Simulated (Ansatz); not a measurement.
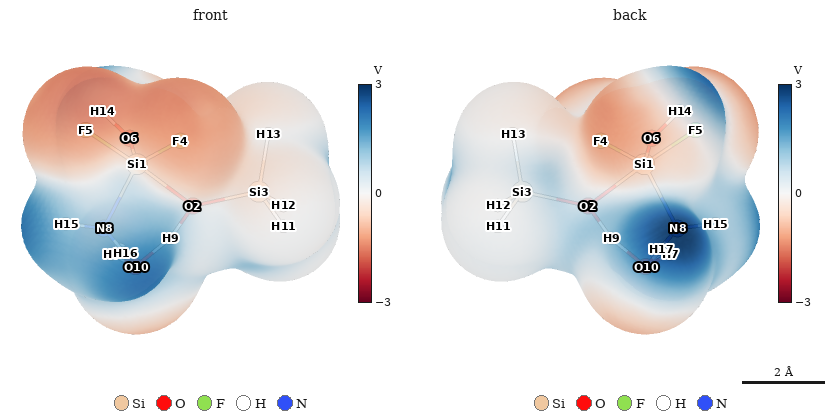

Figure. F$_{2}$H$_{9}$NO$_{3}$Si$_{2}$. The electrostatic potential painted on the density surface at 0.002 e/bohr³, seen from the front and from behind; the colour scale runs from red (negative) to blue (positive).

A transition-state structure; geometry: PBE0-D4/def2-TZVP.

Theory: RKS PBE0-D4/def2-TZVPP (Ansatz).

The calculation's input:

```
crystal:
  periodic: [false, false, false]
  atoms:
    - {symbol: Si, position_ang: [-0.088618, 0.637555, 0.993838]}
    - {symbol: O, position_ang: [-0.193174, 0.072694, -0.770409]}
    - {symbol: Si, position_ang: [-1.072181, 0.756255, -1.998728]}
    - {symbol: F, position_ang: [-0.373704, 2.127907, 0.456520]}
    - {symbol: F, position_ang: [0.091070, 1.123753, 2.562395]}
    - {symbol: O, position_ang: [-1.302225, -0.436423, 1.320461]}
    - {symbol: H, position_ang: [1.328278, -1.314561, 0.354426]}
    - {symbol: N, position_ang: [1.577225, -0.052488, 0.948304]}
    - {symbol: H, position_ang: [0.224488, -1.092471, -0.751251]}
    - {symbol: O, position_ang: [0.861383, -2.012505, -0.397489]}
    - {symbol: H, position_ang: [-1.203249, -0.290514, -3.046079]}
    - {symbol: H, position_ang: [-0.352736, 1.923566, -2.563329]}
    - {symbol: H, position_ang: [-2.416052, 1.164007, -1.527400]}
    - {symbol: H, position_ang: [-1.560139, -0.392659, 2.244224]}
    - {symbol: H, position_ang: [2.035655, 0.005570, 1.848659]}
    - {symbol: H, position_ang: [2.170575, 0.399413, 0.261048]}
    - {symbol: H, position_ang: [0.273603, -2.619199, 0.064909]}
basis:
  gaussian: {orbitals: def2-TZVPP}
hamiltonian: {xc: pbe0, dispersion: d4}
output: {orbitals: {seedname: orbitals}}
```

Launched as:

```sh
ansatz run in.yaml --threads 2 --pin off --events-out ev --progress --plain --max-ram 32768MiB --backend cuda --devices 0, --max-vram 18GiB
```

**Where is the surface potential most negative and most positive?**

The most negative region (about −1.5 V) lies over F5, the most positive (about +2.9 V) over H17.
